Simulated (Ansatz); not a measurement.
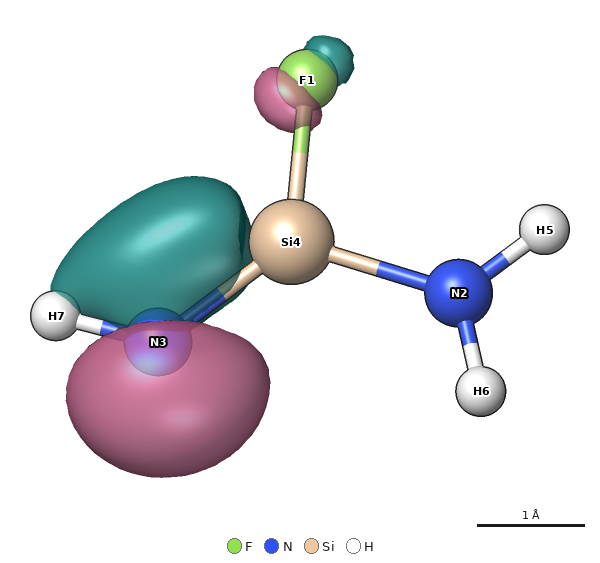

*FH₃N₂Si. The HOMO−1 at ±0.2 Å⁻³ᐟ² (teal and pink are the two phases), seen at a tilt.*

Geometry: PBE0-D3(BJ)/def2-SVP.

These are results of isolated molecule in a Gaussian basis; Kohn-Sham density functional theory, functional PBE0 in Ansatz 0.2.0, not measurements.

Input file:

```
basis:
  gaussian: {orbitals: def2-TZVPD}
crystal:
  periodic: [false, false, false]
  atoms:
    - {symbol: F, position_ang: [-1.052502, 1.926424, 0.813667]}
    - {symbol: "N", position_ang: [-0.840046, 0.433471, -1.316151]}
    - {symbol: N, position_ang: [0.280259, -0.662238, 1.082451]}
    - {symbol: Si, position_ang: [-0.473373, 0.498732, 0.321769]}
    - {symbol: H, position_ang: [-1.322135, 1.173382, -1.807937]}
    - {symbol: H, position_ang: [-0.589113, -0.362205, -1.888049]}
    - {symbol: H, position_ang: [0.521451, -0.667506, 2.065879]}
total_charge: 0
hamiltonian: {xc: pbe0}
output: {forces: true, orbitals: {seedname: orbitals}}
```

Launched as:

```sh
ansatz run input.yaml --threads 1 --pin off --max-ram 2610MiB --events-out events.jsonl --progress --plain --runs-dir runs
```

Where does this orbital lie, and at what energy?

Answer. It lies mainly on N3 (about 70 %) and Si4 (about 20 %); it is symmetric in the molecular plane (an in-plane orbital: σ, lone-pair or in-plane π type). Its energy is −7.76 eV.
